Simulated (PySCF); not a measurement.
SMILES CB(C(F)(F)F)C (C3H6BF3) at its B3LYP/def2-SVP optimised geometry (Å):

```
13

B     -0.0095    -0.0857     0.0000
C     -0.7461     1.3530     0.0000
F     -0.8168     1.7791    -1.2905
F     -0.0785     2.3010     0.6945
F     -2.0076     1.3454     0.4796
C      1.5511    -0.0857     0.0000
H      2.0076     0.8211    -0.4250
H      1.9950    -0.9854    -0.4532
H      1.8446    -0.1002     1.0713
C     -0.9047    -1.3621    -0.0611
H     -1.2512    -1.4330    -1.1139
H     -1.8233    -1.2816     0.5416
H     -0.3787    -2.3010     0.1670
```

Level of theory: B3LYP/def2-TZVP (PySCF). Cells within 0.4 Å of a nucleus heavier than hydrogen are left out (blank, or x).

Map of the electrostatic potential (hartree/e), clipped to [-0.08, 0.12] on the plane z = 0.8 Å:

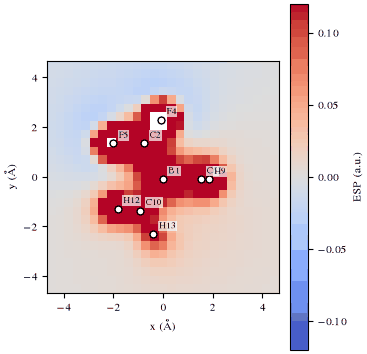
*Electrostatic potential (hartree/e), clipped to [-0.08, 0.12] on the plane z = 0.8 Å.*
